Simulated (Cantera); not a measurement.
A closed system holds: 1 mol B₂O₃, 3.6 mol N₂, 2.7 mol H₂, equilibrated at 0.000270 bar.

Equilibrium computed with Cantera from the NASA thermochemical tables; the gas is ideal and each condensed phase is pure. Candidate condensed phases: B, BN, B₂O₃, B₃O₃H₃, H₂O; 39 gas species. Equilibrium is a limit: real reactors are often held back by kinetics, nucleation or transport.

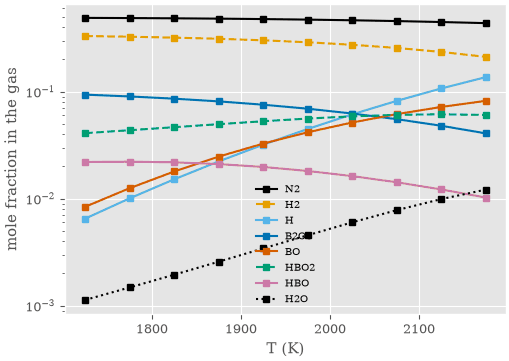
Figure. Equilibrium gas composition (values under 1e-9 drawn at 1e-9)

### Question
Read off the mole fractions at 1775 K.

### Answer
N₂ about 0.49, H₂ about 0.33, B₂O₃ about 0.090, HBO₂ about 0.044, HBO about 0.022, BO about 0.013, H about 0.010, H₂O about 0.0015.
